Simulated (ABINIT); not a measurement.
# SnSe2 (P-3m1): third-order response, part 2 of 3

Which lines does SnSe2 (P-3m1) show in Raman and infrared spectra?

ABINIT 10.8.3; DFT LDA, scalar-relativistic, plane waves, HGH norm-conserving pseudopotentials.

So far. Step 3 (Relaxing the cell and atoms): The volume changes by -4.9 % in this run and stands -4.9 % from the first cell. Step 4 (Self-consistent run for the response): The cell stands at -1.1 GPa: the relaxation ran with a smoothed and higher cutoff and on another k mesh. The relaxed cell has a = 3.796, c = 5.880 Å (conventional setting).

## (6) Zone-centre response

The derivative of the wavefunctions by k comes first, since the response to a field is built on it; then the field and the displacements that symmetry doesn't supply are solved at q = 0. By the 2n+1 theorem the first-order wavefunctions also give third derivatives: Raman tensors and the non-linear susceptibility.

It reads the wavefunctions written in step 4.

dfpt_gamma.abi reads:

```
ndtset 3

# common to the responses
getwfk_filepath "gso_WFK"
kptopt 2
nqpt 1
qpt 0.0 0.0 0.0
asr 0
chneut 0

# d/dk
rfelfd1 2
rfdir1 1 1 1
iscf1 -3
tolwfr1 1.0d-20

# displacements, field
rfphon2 1
rfatpol2 1 3
rfdir2 1 1 1
rfelfd2 3
getddk2 1
tolvrs2 1.0d-10
prepanl2 1
prtden2 1

# third order
optdriver3 5
getden_filepath3 "gso_DEN"
get1den3 2
get1wf3 2
getddk3 1
d3e_pert1_elfd3 1
d3e_pert1_phon3 1
d3e_pert1_atpol3 1 3
d3e_pert1_dir3 1 1 1
d3e_pert2_elfd3 1
d3e_pert2_dir3 1 1 1
d3e_pert3_elfd3 1
d3e_pert3_dir3 1 1 1
usepead3 1
tolvrs3 1.0d-10

# basis, mesh and filling
ecut 20.0
ixc 7
ngkpt 6 6 4
nshiftk 1
shiftk 0.0 0.0 0.5
istwfk *1
occopt 1
nband 8
nstep 100
diemac 9.0
prtebands 0
prtgsr 0

# cell and atoms
acell 7.173590119 7.173590119 11.11094266
rprim 
    1.0 0.0 0.0
    -0.5 0.8660254038 0.0
    0.0 0.0 1.0
ntypat 2
znucl 50 34
natom 3
typat 1 2 2
xred 
    0.0 0.0 0.0
    1/3 2/3 0.2664098156
    2/3 1/3 0.7335901844
pp_dirpath "./pseudo"
pseudos "Sn.hgh, Se.hgh"
```

On the command line:

```
$ OMP_NUM_THREADS=1 mpirun -n 4 abinit dfpt_gamma.abi > dfpt_gamma.log
```

Numbers of over 12 decimals in the logs are rounded to 6 here.

dfpt_gamma.abo, the main output file:

```text
[banners, grids, parts of the stress and lines that vanish by symmetry left out]
- input  file    -> dfpt_gamma.abi
- output file    -> dfpt_gamma.abo
- root for input  files -> dfpt_gammai
[...]
DATASET    1 : space group P-3 m 1 (#164); Bravais hP (primitive hexag.)
[...]
nfft =       43200          nkpt =          72
[...]
DATASET    2 : space group P-3 m 1 (#164); Bravais hP (primitive hexag.)
[...]
nfft =       43200          nkpt =          72
[...]
DATASET    3 : space group P-3 m 1 (#164); Bravais hP (primitive hexag.)
[...]
mpw =        2127          nfft =       43200          nkpt =          72
[...]
== DATASET  1 ==================================================================
[...]
cutoff_energies: {ecut:  20.0, pawecutdg:  -1.0, }
[...]
Exchange-correlation functional for the present dataset will be:
  LDA: Perdew-Wang 92 LSD fit to Ceperley-Alder data - ixc=7
[...]
- 34.00000   6.00000     10605                znucl, zion, pspdat
[...]
Perturbation : derivative vs k along direction   1
[...]
-ETOT  1  -17.650892785890     -1.765E+01 4.665E-01 0.000E+00
 ETOT  2  -17.875038913767     -2.241E-01 4.946E-02 0.000E+00
 ETOT  3  -17.883886799530     -8.848E-03 1.642E-03 0.000E+00
 ETOT  4  -17.884343722818     -4.569E-04 2.518E-04 0.000E+00
 ETOT  5  -17.884373414642     -2.969E-05 9.031E-06 0.000E+00
[...]
At SCF step   20   max residual=  9.99E-21 < tolwfr=  1.00E-20 =>converged.
[...]
Perturbation : derivative vs k along direction   2
[...]
-ETOT  1  -17.655689436304     -1.766E+01 6.306E-01 0.000E+00
[...]
At SCF step   20   max residual=  9.99E-21 < tolwfr=  1.00E-20 =>converged.
[...]
Perturbation : derivative vs k along direction   3
[...]
-ETOT  1  -5.374028     -5.374E+00 1.517E-01 0.000E+00
[...]
At SCF step   21   max residual=  9.98E-21 < tolwfr=  1.00E-20 =>converged.
[...]
1        1       4.4232352569    0.0000000000
     1        2      -1.5322536395    0.0000000000
     1        3       0.0000000000    0.0000000000
     2        1      -1.5322536395    0.0000000000
     2        2       2.6539411538   -0.0000000000
     2        3       0.0000000000    0.0000000000
     3        1       0.0000000000    0.0000000000
     3        2       0.0000000000    0.0000000000
     3        3       2.5152455983    0.0000000000
[...]
== DATASET  2 ==================================================================
[...]
cutoff_energies: {ecut:  20.0, pawecutdg:  -1.0, }
[...]
Exchange-correlation functional for the present dataset will be:
  LDA: Perdew-Wang 92 LSD fit to Ceperley-Alder data - ixc=7
[...]
Perturbation : displacement of atom   1   along direction   1
[...]
-ETOT  1   4.883217     -4.592E+01 1.568E-01 4.704E+03
[...]
At SCF step   12       vres2   =  4.22E-12 < tolvrs=  1.00E-10 =>converged.
[...]
Perturbation : displacement of atom   1   along direction   3
[...]
-ETOT  1   130.83557562871     -2.694E+01 1.149E+00 5.063E+05
[...]
At SCF step   12       vres2   =  1.30E-11 < tolvrs=  1.00E-10 =>converged.
[...]
Perturbation : displacement of atom   2   along direction   1
[...]
-ETOT  1   50.220047461410     -2.350E+02 1.043E+00 7.782E+04
[...]
At SCF step   12       vres2   =  2.86E-11 < tolvrs=  1.00E-10 =>converged.
[...]
Perturbation : displacement of atom   2   along direction   3
[...]
-ETOT  1   999.57295054615      2.266E+02 4.501E+00 3.998E+06
[...]
At SCF step   14       vres2   =  2.09E-12 < tolvrs=  1.00E-10 =>converged.
[...]
Perturbation : homogeneous electric field along direction   1
[...]
-ETOT  1  -535.47105894013     -5.355E+02 4.751E+01 3.653E+04
[...]
At SCF step   15       vres2   =  6.82E-11 < tolvrs=  1.00E-10 =>converged.
[...]
Perturbation : homogeneous electric field along direction   2
[...]
-ETOT  1  -536.05281931630     -5.361E+02 6.260E+01 3.637E+04
[...]
At SCF step   15       vres2   =  4.27E-11 < tolvrs=  1.00E-10 =>converged.
[...]
Perturbation : homogeneous electric field along direction   3
[...]
-ETOT  1  -81.636835701727     -8.164E+01 3.432E+01 2.215E+05
[...]
ETOT 11  -159.55514215173     -1.214E-09 7.420E-10 1.481E-07
 ETOT 12  -159.55514215191     -1.782E-10 8.171E-11 8.703E-11
 At SCF step   12       vres2   =  8.70E-11 < tolvrs=  1.00E-10 =>converged.
[...]
Dielectric tensor, in cartesian coordinates,
[...]
1    5   1    5        15.5019626965        -0.0000000000
   1    5   2    5        -0.0000000000        -0.0000000000
   1    5   3    5        -0.0000000000        -0.0000000000
   2    5   1    5        -0.0000000000        -0.0000000000
   2    5   2    5        15.5019626970        -0.0000000000
   2    5   3    5        -0.0000000000        -0.0000000000
   3    5   1    5        -0.0000000000        -0.0000000000
   3    5   2    5        -0.0000000000        -0.0000000000
   3    5   3    5        13.6621667005        -0.0000000000
  Effective charges, in cartesian coordinates,
[...]
1    1   1    5         5.2475330146         0.0000000000
   2    1   1    5         0.0000000000         0.0000000000
   3    1   1    5         0.0000000000         0.0000000000
   1    2   1    5        -2.8391588184         0.0000000000
   2    2   1    5         0.0000000000         0.0000000000
[...]
Effective charges, in cartesian coordinates,
[...]
2    5   1    3         0.0000000000         0.0000000000
   3    5   1    3         0.0000000000         0.0000000000
   1    5   2    3         0.0000000000         0.0000000000
   2    5   2    3        -2.8391585464         0.0000000000
   3    5   2    3         0.0000000000         0.0000000000
   1    5   3    3         0.0000000000         0.0000000000
   2    5   3    3         0.0000000000         0.0000000000
   3    5   3    3        -1.3372709384         0.0000000000
  Phonon wavevector (reduced coordinates) :  0.00000  0.00000  0.00000
 Phonon energies in Hartree :
[...]
Phonon frequencies in cm-1    :
-  1.357524E+00  3.070849E+00  3.070849E+00  1.262437E+02  1.262437E+02
-  1.418093E+02  1.418093E+02  1.832457E+02  2.417661E+02
  Phonon at Gamma, with non-analyticity in the
[...]
Phonon energies in Hartree :
[...]
Phonon frequencies in cm-1    :
-  1.357524E+00  3.070849E+00  4.908751E+00  1.262437E+02  1.262437E+02
-  1.418093E+02  1.832457E+02  1.973885E+02  2.417661E+02
  Phonon at Gamma, with non-analyticity in the
[...]
Phonon energies in Hartree :
[...]
Phonon frequencies in cm-1    :
-  1.357524E+00  3.070849E+00  4.908751E+00  1.262437E+02  1.262437E+02
-  1.418093E+02  1.832457E+02  1.973885E+02  2.417661E+02
  Phonon at Gamma, with non-analyticity in the
[...]
Phonon energies in Hartree :
[...]
Phonon frequencies in cm-1    :
-  1.361258E+00  3.070849E+00  3.070849E+00  1.262437E+02  1.262437E+02
-  1.418093E+02  1.418093E+02  1.832457E+02  2.522185E+02
[...]
== DATASET  3 ==================================================================
[...]
cutoff_energies: {ecut:  20.0, pawecutdg:  -1.0, }
[...]
Exchange-correlation functional for the present dataset will be:
  LDA: Perdew-Wang 92 LSD fit to Ceperley-Alder data - ixc=7
[...]
j1 : displacement of atom   2 along direction   1
[...]
j1 : displacement of atom   2 along direction   3
[...]
j1 : displacement of atom   2 along direction   3
[...]
j2 : displacement of atom   2 along direction   1
[...]
j2 : displacement of atom   2 along direction   3
[...]
j2 : displacement of atom   2 along direction   1
[...]
j2 : displacement of atom   2 along direction   3
[...]
j2 : displacement of atom   2 along direction   1
[...]
j2 : displacement of atom   2 along direction   3
[...]
j2 : displacement of atom   2 along direction   3
[...]
1          1       -0.000000000       -0.000000000       -0.000000000
[...]
1          2       -0.000000000       -0.000000000       -0.000000000
[...]
1          3       -0.000000000       -0.000000000       -0.000000000
[...]
2          1       -0.000000001       -0.104107660        0.112274148
[...]
2          2       -0.104107662        0.000000000       -0.000000000
[...]
2          3        0.567802373       -0.000000000       -0.000000000
[...]
3          1       -0.000000000        0.104107662       -0.112274148
[...]
3          2        0.104107660        0.000000001       -0.000000000
[...]
3          3       -0.567802373        0.000000000       -0.000000002
[...]
strten2     0.0000000000E+00  0.0000000000E+00  0.0000000000E+00
           strten3     0.0000000000E+00  0.0000000000E+00  0.0000000000E+00
================================================================================
```

It took 2.4 min on 4 MPI ranks of Arm Neoverse V1, shared host; 9.8 min of CPU time.

Read from the output:

| Property | Result |
| --- | --- |
| miss of the charge sum rule | 0.4308 e |
| largest acoustic frequency at the zone centre before the sum rule | 3.07 cm⁻¹ |
| highest optical zone-centre mode (no LO-TO term) | 241.8 cm⁻¹ |
| lowest optical zone-centre mode | 126.2 cm⁻¹ |
| mean high-frequency dielectric constant | 14.89 |
| largest Born charge in size (third of the trace) | 4.387 e |

Born charge (rows field, columns displacement), before the sum rule (e), principal values of the symmetric part by kind of site:

```csv
atom,atoms with these values,low,middle,high,mean
Sn1,1,2.67,5.25,5.25,4.39
Se2,2,-2.84,-2.84,-1.34,-2.34
```

In full for Sn1:

```
5.25 0.00 0.00
0.00 5.25 0.00
0.00 0.00 2.67
```

High-frequency dielectric tensor:

```
15.50  0.00  0.00
 0.00 15.50  0.00
 0.00  0.00 13.66
```

The acoustic modes at Γ come out as far as 3.1 cm⁻¹ from zero, where they should vanish, a small numerical error; the Born charges miss their sum rule by 0.43 e, too much: mesh or cutoff is short for the field response.

## (7) Modes with the sum rule

anaddb reads the merged derivatives, imposes the acoustic sum rule and charge neutrality, and adds the LO-TO term along chosen directions.

anaddb.abi reads:

```
ddb_filepath "gamma_DDB"
output_file "anaddb.abo"
outdata_prefix "anaddb"
asr 1
chneut 1
enunit 2
eivec 1
nph1l 1
qph1l 0.0 0.0 0.0 1.0
dieflag 1
nph2l 3
qph2l 
    1.0 0.0 0.0 0.0
    0.0 0.0 1.0 0.0
    1.0 1.0 1.0 0.0
nlflag 1
ramansr 1
alphon 1
prtmbm 1
```

mrgddb.in reads:

```
gamma_DDB
merged
3
dfpt_gammao_DS2_DDB
dfpt_gammao_DS3_DDB
gso_DDB
```

On the command line:

```
$ mrgddb < mrgddb.in > mrgddb.log
$ OMP_NUM_THREADS=1 anaddb anaddb.abi > anaddb.log
```

anaddb.abo, the main output file:

```text
[banners, grids, parts of the stress and lines that vanish by symmetry left out]
-outvars_anaddb: echo values of input variables ----------------------

 Flags :
[...]
Dielectric Tensor and Effective Charges
[...]
Effective charge tensors after
[...]
1          1        0.000000000       -0.000000000       -0.000000000
[...]
1          2        0.000000000       -0.000000000       -0.000000000
[...]
1          3       -0.000000000        0.000000000        0.000000001
[...]
2          1       -0.000000000       -0.104107661        0.112274148
[...]
2          2       -0.104107661        0.000000000       -0.000000000
[...]
2          3        0.567802373       -0.000000000        0.000000001
[...]
3          1        0.000000000        0.104107661       -0.112274148
[...]
3          2        0.104107661        0.000000000       -0.000000000
[...]
3          3       -0.567802373        0.000000000       -0.000000002
[...]
Phonon wavevector (reduced coordinates) :  0.00000  0.00000  0.00000
 Phonon energies in Hartree :
[...]
Phonon energies in meV     :
-  0.000000E+00  0.000000E+00  0.000000E+00  1.564411E+01  1.564411E+01
-  1.757901E+01  1.757901E+01  2.271850E+01  2.997482E+01
 Phonon frequencies in cm-1    :
-  0.000000E+00  0.000000E+00  0.000000E+00  1.261782E+02  1.261782E+02
-  1.417843E+02  1.417843E+02  1.832371E+02  2.417632E+02
 Phonon frequencies in Thz     :
-  0.000000E+00  0.000000E+00  0.000000E+00  3.782728E+00  3.782728E+00
-  4.250585E+00  4.250585E+00  5.493309E+00  7.247880E+00
 Phonon energies in Kelvin  :
-  0.000000E+00  0.000000E+00  0.000000E+00  1.815423E+02  1.815423E+02
-  2.039959E+02  2.039959E+02  2.636373E+02  3.478434E+02
[...]
-  1  0.00000000E+00  0.00000000E+00 -1.40821934E-03
-     0.00000000E+00  0.00000000E+00  0.00000000E+00
-  2  0.00000000E+00  0.00000000E+00 -1.40821938E-03
-     0.00000000E+00  0.00000000E+00  0.00000000E+00
-  3  0.00000000E+00  0.00000000E+00 -1.40821938E-03
-     0.00000000E+00  0.00000000E+00  0.00000000E+00
[...]
-  1  0.00000000E+00 -1.40821928E-03  0.00000000E+00
-     0.00000000E+00  0.00000000E+00  0.00000000E+00
-  2  0.00000000E+00 -1.40821942E-03  0.00000000E+00
-     0.00000000E+00  0.00000000E+00  0.00000000E+00
-  3  0.00000000E+00 -1.40821942E-03  0.00000000E+00
-     0.00000000E+00  0.00000000E+00  0.00000000E+00
[...]
-  1  1.40821928E-03  0.00000000E+00  0.00000000E+00
-     0.00000000E+00  0.00000000E+00  0.00000000E+00
-  2  1.40821942E-03  0.00000000E+00  0.00000000E+00
-     0.00000000E+00  0.00000000E+00  0.00000000E+00
-  3  1.40821942E-03  0.00000000E+00  0.00000000E+00
-     0.00000000E+00  0.00000000E+00  0.00000000E+00
[...]
-  1  0.00000000E+00  0.00000000E+00  0.00000000E+00
-     0.00000000E+00  0.00000000E+00  0.00000000E+00
[...]
-     0.00000000E+00  0.00000000E+00  0.00000000E+00
[...]
-     0.00000000E+00  0.00000000E+00  0.00000000E+00
[...]
-     0.00000000E+00  0.00000000E+00  0.00000000E+00
[...]
-     0.00000000E+00  0.00000000E+00  0.00000000E+00
[...]
-     1         -0.000000     0.000000     0.000000     0.000000
-     2         -0.000000     0.000000    -0.000000     0.000000
-     3         -0.000000     0.000000     0.000000     0.000000
-     4          0.000000     0.000000    -0.000000     0.000000
-     5         -0.000000    -0.000000    -0.000000     0.000000
-     6          6.470506     0.000000    -0.000000     6.470506
-     7         -0.000000     6.470506    -0.000000     6.470506
[...]
-   1     Real    0.0000E+00  0.0000E+00  0.0000E+00  0.0000E+00  0.0000E+00  0.0000E+00  0.0000E+00
[...]
-   2     Real    0.0000E+00  0.0000E+00  0.0000E+00  0.0000E+00  0.0000E+00  0.0000E+00  0.0000E+00
[...]
-   3     Real    0.0000E+00  0.0000E+00  0.0000E+00  0.0000E+00  0.0000E+00  0.0000E+00  0.0000E+00
[...]
-   4     Real    0.0000E+00  0.0000E+00  0.0000E+00  0.0000E+00  0.0000E+00  0.0000E+00  0.0000E+00
[...]
-   5     Real    0.0000E+00  0.0000E+00  0.0000E+00  0.0000E+00  0.0000E+00  0.0000E+00  0.0000E+00
[...]
-   6     Real    2.3527E-04  0.0000E+00  0.0000E+00  0.0000E+00  0.0000E+00  0.0000E+00  2.3527E-04
[...]
-   7     Real    0.0000E+00  2.3527E-04  0.0000E+00  0.0000E+00  0.0000E+00  0.0000E+00  2.3527E-04
[...]
Phonon at Gamma, with non-analyticity in the
[...]
Phonon energies in Hartree :
[...]
Phonon energies in meV     :
-  0.000000E+00  0.000000E+00  0.000000E+00  1.564411E+01  1.564411E+01
[...]
Phonon frequencies in cm-1    :
-  0.000000E+00  0.000000E+00  0.000000E+00  1.261782E+02  1.261782E+02
[...]
Phonon frequencies in Thz     :
-  0.000000E+00  0.000000E+00  0.000000E+00  3.782728E+00  3.782728E+00
[...]
Phonon energies in Kelvin  :
-  0.000000E+00  0.000000E+00  0.000000E+00  1.815423E+02  1.815423E+02
[...]
Phonon at Gamma, with non-analyticity in the
[...]
Phonon energies in Hartree :
[...]
Phonon energies in meV     :
-  0.000000E+00  0.000000E+00  0.000000E+00  1.564411E+01  1.564411E+01
[...]
Phonon frequencies in cm-1    :
-  0.000000E+00  0.000000E+00  0.000000E+00  1.261782E+02  1.261782E+02
[...]
Phonon frequencies in Thz     :
-  0.000000E+00  0.000000E+00  0.000000E+00  3.782728E+00  3.782728E+00
[...]
Phonon energies in Kelvin  :
-  0.000000E+00  0.000000E+00  0.000000E+00  1.815423E+02  1.815423E+02
[...]
-  2 -1.22094295E-03  0.00000000E+00  0.00000000E+00
[...]
-  3 -1.22094295E-03  0.00000000E+00  0.00000000E+00
[...]
-         0.000000000      -0.000000000      -0.000000000
-        -0.000000000      -0.000000000      -0.000000000
[...]
-         0.000000000       0.000000000      -0.000000000
-         0.000000000      -0.000000000      -0.000000000
-        -0.000000000      -0.000000000       0.000000000
[...]
-        -0.000000000       0.000000000       0.000000000
[...]
Phonon at Gamma, with non-analyticity in the
[...]
Phonon energies in Hartree :
[...]
Phonon energies in meV     :
-  0.000000E+00  0.000000E+00  0.000000E+00  1.564411E+01  1.564411E+01
-  1.757901E+01  2.226512E+01  2.271850E+01  3.056144E+01
 Phonon frequencies in cm-1    :
-  0.000000E+00  0.000000E+00  0.000000E+00  1.261782E+02  1.261782E+02
-  1.417843E+02  1.795803E+02  1.832371E+02  2.464946E+02
 Phonon frequencies in Thz     :
-  0.000000E+00  0.000000E+00  0.000000E+00  3.782728E+00  3.782728E+00
-  4.250585E+00  5.383682E+00  5.493309E+00  7.389723E+00
 Phonon energies in Kelvin  :
-  0.000000E+00  0.000000E+00  0.000000E+00  1.815423E+02  1.815423E+02
-  2.039959E+02  2.583760E+02  2.636373E+02  3.546508E+02
[...]
-  2  1.86380890E-03  0.00000000E+00  0.00000000E+00
[...]
-  3 -1.86380890E-03  0.00000000E+00  0.00000000E+00
[...]
-        -0.008635578      -0.000000042      -0.000000045
-         0.009312976      -0.000000045       0.000000000
[...]
Direction                     Dielectric constant
[...]
0.00000   0.00000   1.00000     14.86835658
   1.00000   1.00000   1.00000     24.82861295
-
```

Run time: 0.69 s. Hardware: 1 thread.

Numbers from this step:

| Item | Value |
| --- | --- |
| mean static dielectric constant | 24.83 |
| highest mode moved by the LO-TO term | 252.2 cm⁻¹ |

No LO-TO term; unit eigenvectors of the mass-weighted matrix, from anaddb's displacements. The modes at Γ (shares of kinetic energy by element, %):

```csv
mode,frequency (cm⁻¹),Sn %,Se %
1,0.0,43,57
2,0.0,43,57
3,0.0,43,57
4,126.2,0,100
5,126.2,0,100
6,141.8,57,43
7,141.8,57,43
8,183.2,0,100
9,241.8,57,43
```

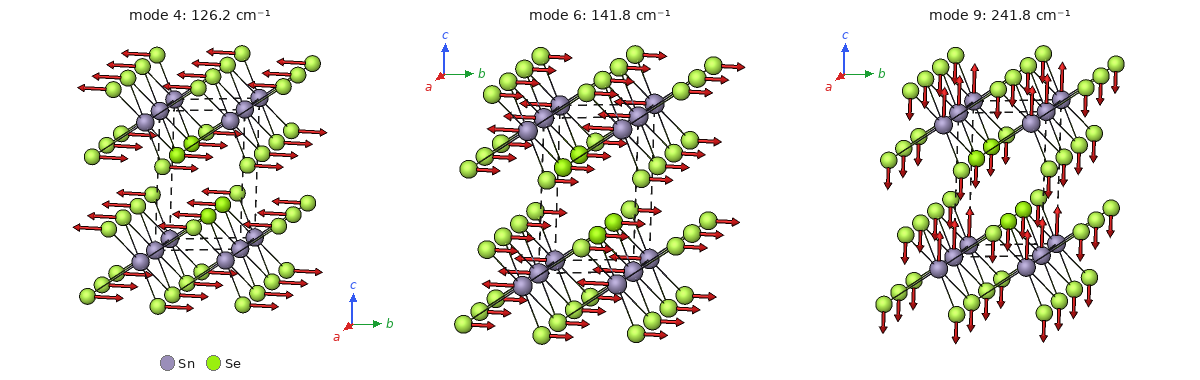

Displacement patterns of modes 4, 6 and 9 at Γ; arrows are exaggerated. 2×1×1 cells are drawn. Some periodic images of atoms are drawn too.

From anaddb's Raman susceptibilities, degenerate modes summed; transverse modes, the longitudinal lines of polar modes are not listed. Lines of the Raman spectrum (strongest = 100):

```csv
position (cm⁻¹),lines merged,"Raman activity (Å⁴/amu), powder, relative"
126,2,4.9
142,2,0.0
183,1,100
242,1,0.0
```

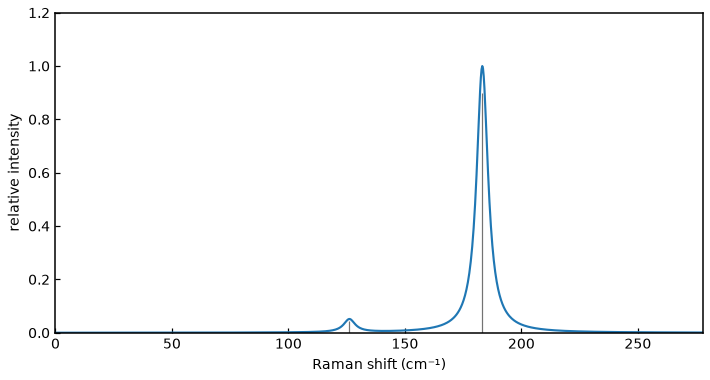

The Raman spectrum, broadened with Lorentzians of width 6 cm⁻¹; bars mark the lines.

Static dielectric tensor (ions relaxed, fixed cell):

```
29.81  0.00  0.00
 0.00 29.81  0.00
 0.00  0.00 14.87
```

Before neutrality was imposed the Born charges missed it by 0.43 e, so ε₀, the LO modes and the intensities above are not converged in mesh or cutoff.

[end of part 2 of 3]

[Host names and launcher messages were left out of these logs when they were recorded.]

[Logs are printed without paths, hosts, clocks, repeated set-up lines and the standing remarks that a program may print on its own settings, such as how far it seeks lower states.]

[Hosts, paths, dates, database ids (printed as entryN), source tags and the programs' standing remarks are cut or masked in the printed files.]
